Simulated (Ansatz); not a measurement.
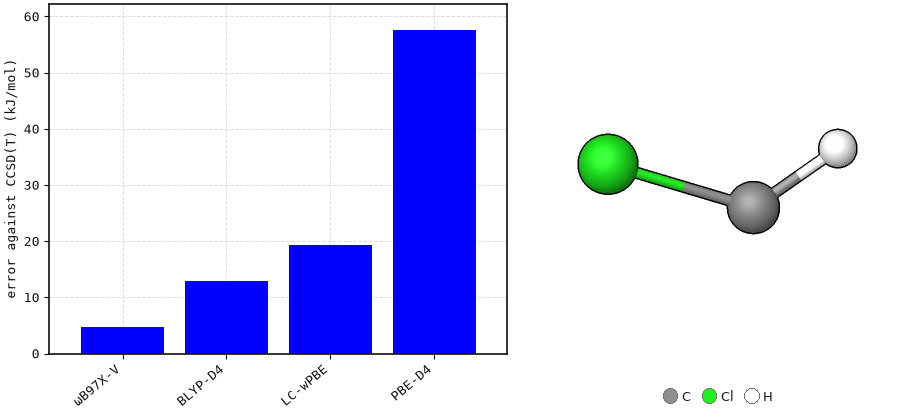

Error in the electronic atomisation energy (method less reference, so positive means overbinding) of CHCl, SMILES [CH]Cl, triplet: functionals in def2-TZVPP against frozen-core CCSD(T) at the limit (scheme: direct), which gives 731.2 kJ/mol, at a PBE0-D4/def2-TZVP geometry (a minimum by its frequencies), no zero-point or spin-orbit term, the Ansatz code. The reference leaves out core correlation, a term that grows with the number of heavy atoms. No dispersion term is added to LC-wPBE.

### What range do the values span?

From 4.7 kJ/mol (ωB97X-V) to 57.7 kJ/mol (PBE-D4).

### Give the values.

```
  level  kJ/mol
ωB97X-V     4.7
BLYP-D4    12.9
LC-wPBE    19.2
 PBE-D4    57.7
```

Limits of at least one run: other spin states weren't compared here.
